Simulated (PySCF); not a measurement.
Single-point calculation, with input and output: NH₃O (part 2 of 2)

The same run, continued: NH₃O; RHF/ano-rcc-vdzp, casscf (PySCF 2.14.0). Some settings of this run were made unusual or wrong on purpose.

Geometry of the input (Å):
```
N  0.0000  0.4982  0.3525
O  0.0000  -0.5938  -0.4201
H  0.8218  0.5599  0.9774
H  -0.8218  0.5599  0.9774
H  0.0000  1.3820  -0.1845
```

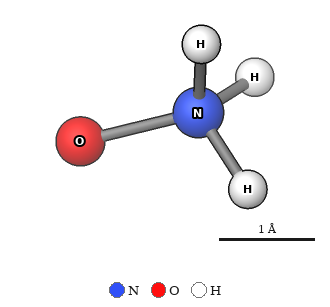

Figure 1. The input geometry (ball-and-stick view, seen at a tilt).

**Output, continued**
```
Natural orbital (expansion on meta-Lowdin AOs) in CAS space
               #1        #2
0 N 1s           0.00000  -0.00116
0 N 2s           0.00000  -0.15392
0 N 3s           0.00000  -0.15799
0 N 2px          0.14925  -0.00000
0 N 2py         -0.00000   0.25907
0 N 2pz          0.00000   0.20854
0 N 3px          0.01379  -0.00000
0 N 3py         -0.00000   0.20106
0 N 3pz          0.00000   0.17408
0 N 3dxy        -0.04074   0.00000
0 N 3dyz         0.00000  -0.07184
0 N 3dz^2       -0.00000   0.04600
0 N 3dxz        -0.02590  -0.00000
0 N 3dx2-y2      0.00000  -0.03346
1 O 1s          -0.00000  -0.00076
1 O 2s          -0.00000   0.14913
1 O 3s          -0.00000  -0.74644
1 O 2px          0.98135   0.00000
1 O 2py          0.00000   0.23326
1 O 2pz          0.00000   0.15716
1 O 3px          0.06084  -0.00000
1 O 3py         -0.00000  -0.06120
1 O 3pz         -0.00000  -0.02146
1 O 3dxy         0.02438   0.00000
1 O 3dyz        -0.00000   0.06661
1 O 3dz^2       -0.00000   0.10518
1 O 3dxz         0.01502  -0.00000
1 O 3dx2-y2     -0.00000  -0.22536
2 H 1s          -0.05390  -0.05907
2 H 2s          -0.02368  -0.08674
2 H 2px         -0.00318   0.01192
2 H 2py         -0.01580   0.02498
2 H 2pz         -0.00627   0.04833
3 H 1s           0.05390  -0.05907
3 H 2s           0.02368  -0.08674
3 H 2px         -0.00318  -0.01192
3 H 2py          0.01580   0.02498
3 H 2pz          0.00627   0.04833
4 H 1s           0.00000  -0.03240
4 H 2s           0.00000  -0.04936
4 H 2px         -0.01014   0.00000
4 H 2py         -0.00000   0.01786
4 H 2pz          0.00000  -0.02394
<mo_coeff-mcscf|mo_coeff-hf>  1      1        1.00000000
<mo_coeff-mcscf|mo_coeff-hf>  2      2        1.00000000
<mo_coeff-mcscf|mo_coeff-hf>  3      3        0.99999999
<mo_coeff-mcscf|mo_coeff-hf>  4      4        0.99999999
<mo_coeff-mcscf|mo_coeff-hf>  5      5        1.00000000
<mo_coeff-mcscf|mo_coeff-hf>  6      6        0.94446202
<mo_coeff-mcscf|mo_coeff-hf>  7      7        1.00000000
<mo_coeff-mcscf|mo_coeff-hf>  8      8        0.99999999
<mo_coeff-mcscf|mo_coeff-hf>  9      9        0.94446197
<mo_coeff-mcscf|mo_coeff-hf>  10     13       0.53653918
<mo_coeff-mcscf|mo_coeff-hf>  10     25      -0.59737438
<mo_coeff-mcscf|mo_coeff-hf>  10     29       0.45501149
<mo_coeff-mcscf|mo_coeff-hf>  11     11       0.99999997
<mo_coeff-mcscf|mo_coeff-hf>  12     10       0.98384929
<mo_coeff-mcscf|mo_coeff-hf>  13     12       0.99795646
<mo_coeff-mcscf|mo_coeff-hf>  14     14       0.93218711
<mo_coeff-mcscf|mo_coeff-hf>  15     15       1.00000000
<mo_coeff-mcscf|mo_coeff-hf>  16     16       0.97195033
<mo_coeff-mcscf|mo_coeff-hf>  17     13       0.58811611
<mo_coeff-mcscf|mo_coeff-hf>  17     17      -0.53309538
<mo_coeff-mcscf|mo_coeff-hf>  18     17       0.80844516
<mo_coeff-mcscf|mo_coeff-hf>  19     19       0.99999999
<mo_coeff-mcscf|mo_coeff-hf>  20     18       0.89374623
<mo_coeff-mcscf|mo_coeff-hf>  20     20       0.42686961
<mo_coeff-mcscf|mo_coeff-hf>  21     20       0.66317349
<mo_coeff-mcscf|mo_coeff-hf>  21     21      -0.57029855
<mo_coeff-mcscf|mo_coeff-hf>  22     22       0.99999998
<mo_coeff-mcscf|mo_coeff-hf>  23     21       0.80390478
<mo_coeff-mcscf|mo_coeff-hf>  24     24       1.00000000
<mo_coeff-mcscf|mo_coeff-hf>  25     23       0.99863163
<mo_coeff-mcscf|mo_coeff-hf>  26     26       1.00000000
<mo_coeff-mcscf|mo_coeff-hf>  27     27       1.00000000
<mo_coeff-mcscf|mo_coeff-hf>  28     28       0.89437251
<mo_coeff-mcscf|mo_coeff-hf>  29     25       0.44796931
<mo_coeff-mcscf|mo_coeff-hf>  29     28      -0.43642608
<mo_coeff-mcscf|mo_coeff-hf>  29     29       0.74787145
<mo_coeff-mcscf|mo_coeff-hf>  30     30       1.00000000
<mo_coeff-mcscf|mo_coeff-hf>  31     31       0.98897612
<mo_coeff-mcscf|mo_coeff-hf>  32     32       0.73059186
<mo_coeff-mcscf|mo_coeff-hf>  32     34       0.65169110
<mo_coeff-mcscf|mo_coeff-hf>  33     33       1.00000000
<mo_coeff-mcscf|mo_coeff-hf>  34     32      -0.68006344
<mo_coeff-mcscf|mo_coeff-hf>  34     34       0.72123111
<mo_coeff-mcscf|mo_coeff-hf>  35     35       0.96242205
<mo_coeff-mcscf|mo_coeff-hf>  36     36       0.99854385
<mo_coeff-mcscf|mo_coeff-hf>  37     37       1.00000000
<mo_coeff-mcscf|mo_coeff-hf>  38     38       0.98786194
<mo_coeff-mcscf|mo_coeff-hf>  39     39       0.99998468
<mo_coeff-mcscf|mo_coeff-hf>  40     40       1.00000000
<mo_coeff-mcscf|mo_coeff-hf>  41     41       0.99193614
<mo_coeff-mcscf|mo_coeff-hf>  42     42       1.00000000
<mo_coeff-mcscf|mo_coeff-hf>  43     43       0.99991416
** Largest CI components **
  [alpha occ-orbitals] [beta occ-orbitals]            CI coefficient
  [0]                  [0]                             0.999804798776
 ** Mulliken pop on meta-lowdin orthogonal AOs  **
 ** Mulliken pop  **
pop of  0 N 1s            1.99999
pop of  0 N 2s            1.23579
pop of  0 N 3s            0.00723
pop of  0 N 2px           1.26747
pop of  0 N 2py           1.18970
pop of  0 N 2pz           1.22856
pop of  0 N 3px           0.00478
pop of  0 N 3py           0.00382
pop of  0 N 3pz           0.00430
pop of  0 N 3dxy          0.00421
pop of  0 N 3dyz          0.00345
pop of  0 N 3dz^2         0.00422
pop of  0 N 3dxz          0.00604
pop of  0 N 3dx2-y2       0.00474
pop of  1 O 1s            2.00000
pop of  1 O 2s            1.83785
pop of  1 O 3s            0.00770
pop of  1 O 2px           1.93421
pop of  1 O 2py           1.30450
pop of  1 O 2pz           1.61940
pop of  1 O 3px           0.01486
pop of  1 O 3py           0.00613
pop of  1 O 3pz           0.01045
pop of  1 O 3dxy          0.00120
pop of  1 O 3dyz          0.00432
pop of  1 O 3dz^2         0.00121
pop of  1 O 3dxz          0.00045
pop of  1 O 3dx2-y2       0.00242
pop of  2 H 1s            0.74911
pop of  2 H 2s            0.00896
pop of  2 H 2px           0.00328
pop of  2 H 2py           0.00088
pop of  2 H 2pz           0.00142
pop of  3 H 1s            0.74911
pop of  3 H 2s            0.00896
pop of  3 H 2px           0.00328
pop of  3 H 2py           0.00088
pop of  3 H 2pz           0.00142
pop of  4 H 1s            0.74913
pop of  4 H 2s            0.00896
pop of  4 H 2px           0.00021
pop of  4 H 2py           0.00263
pop of  4 H 2pz           0.00274
 ** Mulliken atomic charges  **
charge of    0N =      0.03570
charge of    1O =     -0.74470
charge of    2H =      0.23634
charge of    3H =      0.23634
charge of    4H =      0.23632
Mulliken spin population analysis on meta-Lowdin AOs:
 ** Mulliken pop on meta-lowdin orthogonal AOs  **
 ** Mulliken pop  **
pop of  0 N 1s            0.00000
pop of  0 N 2s            0.00000
pop of  0 N 3s            0.00000
pop of  0 N 2px           0.00000
pop of  0 N 2py           0.00000
pop of  0 N 2pz           0.00000
pop of  0 N 3px           0.00000
pop of  0 N 3py           0.00000
pop of  0 N 3pz           0.00000
pop of  0 N 3dxy          0.00000
pop of  0 N 3dyz          0.00000
pop of  0 N 3dz^2         0.00000
pop of  0 N 3dxz          0.00000
pop of  0 N 3dx2-y2       0.00000
pop of  1 O 1s            0.00000
pop of  1 O 2s            0.00000
pop of  1 O 3s            0.00000
pop of  1 O 2px           0.00000
pop of  1 O 2py           0.00000
pop of  1 O 2pz           0.00000
pop of  1 O 3px           0.00000
pop of  1 O 3py           0.00000
pop of  1 O 3pz           0.00000
pop of  1 O 3dxy          0.00000
pop of  1 O 3dyz          0.00000
pop of  1 O 3dz^2         0.00000
pop of  1 O 3dxz          0.00000
pop of  1 O 3dx2-y2       0.00000
pop of  2 H 1s            0.00000
pop of  2 H 2s            0.00000
pop of  2 H 2px           0.00000
pop of  2 H 2py           0.00000
pop of  2 H 2pz           0.00000
pop of  3 H 1s            0.00000
pop of  3 H 2s            0.00000
pop of  3 H 2px           0.00000
pop of  3 H 2py           0.00000
pop of  3 H 2pz           0.00000
pop of  4 H 1s            0.00000
pop of  4 H 2s            0.00000
pop of  4 H 2px           0.00000
pop of  4 H 2py           0.00000
pop of  4 H 2pz           0.00000
 ** Mulliken atomic charges  **
charge of    0N =      7.00000
charge of    1O =      8.00000
charge of    2H =      1.00000
charge of    3H =      1.00000
charge of    4H =      1.00000
spop of 0 N 1s          0.00000
spop of 0 N 2s          0.00000
spop of 0 N 3s          0.00000
spop of 0 N 2px         0.00000
spop of 0 N 2py         0.00000
spop of 0 N 2pz         0.00000
spop of 0 N 3px         0.00000
spop of 0 N 3py         0.00000
spop of 0 N 3pz         0.00000
spop of 0 N 3dxy        0.00000
spop of 0 N 3dyz        0.00000
spop of 0 N 3dz^2       0.00000
spop of 0 N 3dxz        0.00000
spop of 0 N 3dx2-y2     0.00000
spop of 1 O 1s          0.00000
spop of 1 O 2s          0.00000
spop of 1 O 3s          0.00000
spop of 1 O 2px         0.00000
spop of 1 O 2py         0.00000
spop of 1 O 2pz         0.00000
spop of 1 O 3px         0.00000
spop of 1 O 3py         0.00000
spop of 1 O 3pz         0.00000
spop of 1 O 3dxy        0.00000
spop of 1 O 3dyz        0.00000
spop of 1 O 3dz^2       0.00000
spop of 1 O 3dxz        0.00000
spop of 1 O 3dx2-y2     0.00000
spop of 2 H 1s          0.00000
spop of 2 H 2s          0.00000
spop of 2 H 2px         0.00000
spop of 2 H 2py         0.00000
spop of 2 H 2pz         0.00000
spop of 3 H 1s          0.00000
spop of 3 H 2s          0.00000
spop of 3 H 2px         0.00000
spop of 3 H 2py         0.00000
spop of 3 H 2pz         0.00000
spop of 4 H 1s          0.00000
spop of 4 H 2s          0.00000
spop of 4 H 2px         0.00000
spop of 4 H 2py         0.00000
spop of 4 H 2pz         0.00000
Mulliken atomic spins:
spin of  0N =      0.00000
spin of  1O =      0.00000
spin of  2H =      0.00000
spin of  3H =      0.00000
spin of  4H =      0.00000
Dipole moment(X, Y, Z, Debye): -0.00000,  4.62701,  3.27382
orbital energies (hartree): [-0.5961 -0.3865 -0.3865  0.0603  0.1487  0.1487]
```
